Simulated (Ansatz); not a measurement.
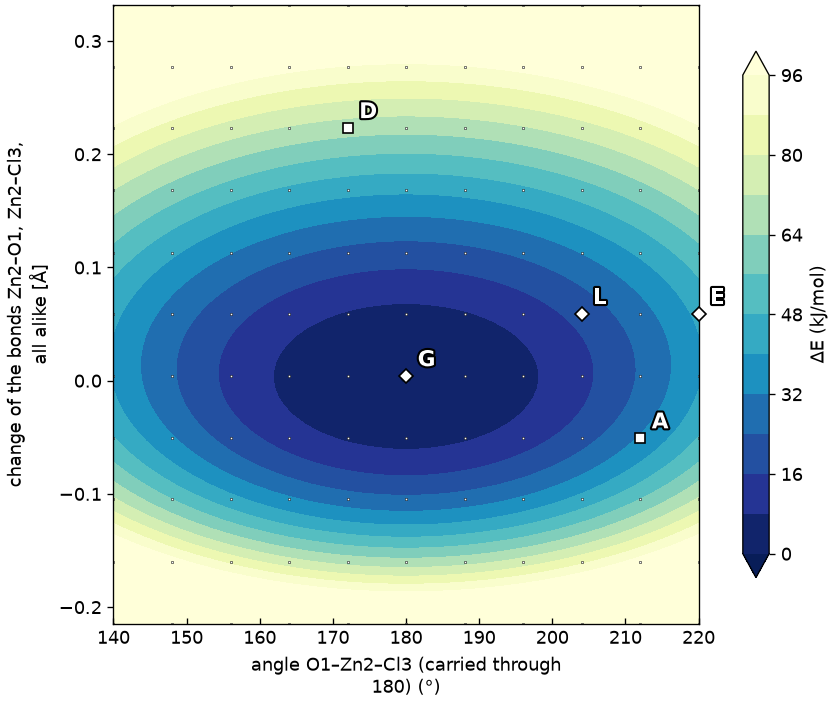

ClOZn, SMILES [O-][Zn][Cl], charge −1. First axis: angle O1–Zn2–Cl3 (carried through 180). Second axis: change of the bonds Zn2–O1, Zn2–Cl3, all alike. Nothing is relaxed (all other coordinates rigid). The grid has 11 × 11 points; 66 points were computed and 55 follow by symmetry. Points are written as (first, second). All energies are given in kJ/mol relative to the lowest grid point. These are results of RKS r2SCAN0-D4/def2-SVPD in Ansatz, not measurements.

Drawn: filled contours, dots at the grid points, one colour for all values above the top of the scale, lettered points. Between grid points the surface is interpolated.

Q: Is A the lowest point of the computed grid?

A: No. A lies 33 kJ/mol above the lowest grid point, which is at (180°, 0.004 Å).

Q: What kind of point is each of A, D, G, L: minimum, saddle, maximum or slope?

A: A: on a slope; D: on a slope; G: minimum; L: on a slope. (In these two coordinates alone; a stationary point may lie a little off the grid point.)

Q: Rank the lettered points by energy, lowest first.

A: G (0 kJ/mol), L (19 kJ/mol), A (33 kJ/mol), E (42 kJ/mol), D (68 kJ/mol).
